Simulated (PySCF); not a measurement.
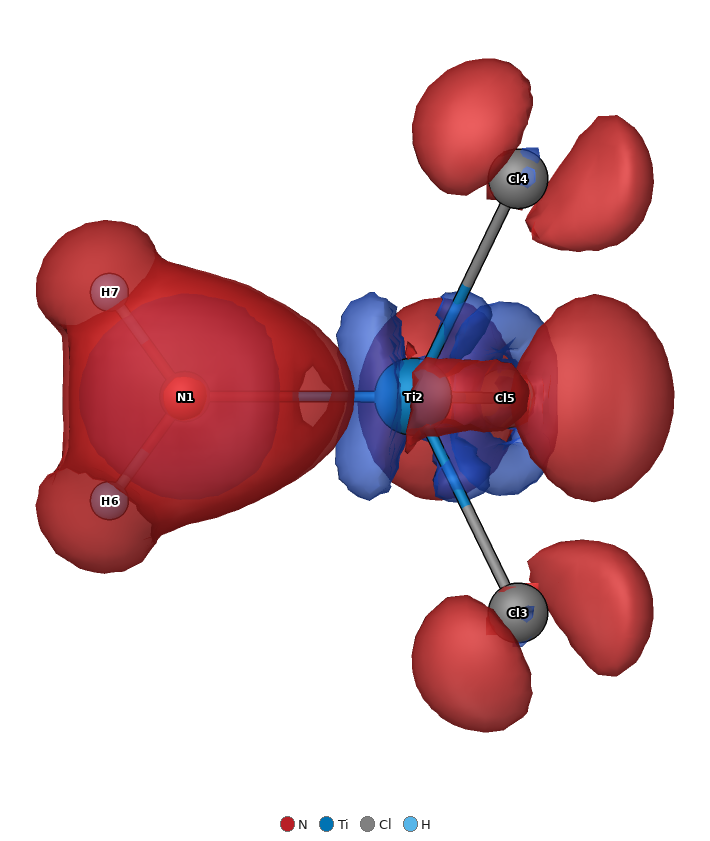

Figure. Cl3H2NTi, SMILES `N[Ti](Cl)(Cl)Cl`. Fukui function f⁻ = ρ(N) − ρ(N−1) at fixed geometry, surfaces at ±0.02 e/Å³ (red positive, blue negative).

Level of theory: PBE0/def2-TZVP (PySCF), at a geometry from GFN2-xTB. This is a single-reference result, which may miss multireference character in this system. No frequency check shows the geometry to be a minimum. GFN2-xTB bond lengths at metals and heavier atoms can be off by up to 0.1 Å and shapes distorted, which carries into these values.

### On which atoms does the density change most on removal of an electron?

f⁻ (Hirshfeld-condensed) is largest on N1 (0.26), Cl5 (0.22) and Cl3 and Cl4 (0.14 each); the vertical ionisation energy is 10.26 eV (the stability of the cation's solution wasn't checked). Condensed values hint at sites of electrophilic attack but needn't mark the atom that reacts. Shares this close don't rank the sites. Orbital relaxation makes it negative in places (0.22 e in all).

| atom | f⁻ | charge |
| --- | --- | --- |
| N1 | +0.26 | −0.33 |
| Ti2 | +0.08 | +0.47 |
| Cl3 | +0.14 | −0.13 |
| Cl4 | +0.14 | −0.13 |
| Cl5 | +0.22 | −0.15 |
| H6 | +0.07 | +0.14 |
| H7 | +0.07 | +0.14 |

The PySCF run took 3 min on 1 thread of Arm Neoverse N1 (shared host), peak memory 0.92 GiB.
